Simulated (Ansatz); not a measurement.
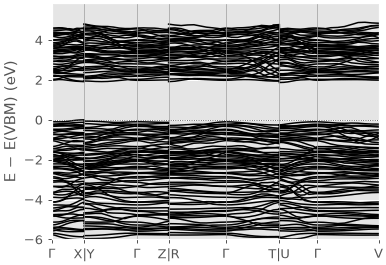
*Band structure from plane-wave PAW r²SCAN+D4 (Ansatz code)*

The gap is 1.85 eV; an edge lies off the plotted path or next to a special point (maximum at X, minimum off the standard path).

The material is P in space group P-1 (No. 2; Pearson symbol aP42).

The workflow started from a Materials Project entry (that database holds measured and hypothetical structures alike); the Crystallography Open Database copy checked does not list it. It is not the phase usual at ambient conditions (space group No. 64). The r²SCAN+D4 relaxation kept the symmetry of its start; whether a distortion lowers the energy is not shown.

Potentials: the earlier of the program's two PAW sets. The files were generated under PBE; for other functionals the program regenerates the frozen cores, and for LDA and PBEsol the local potential too.
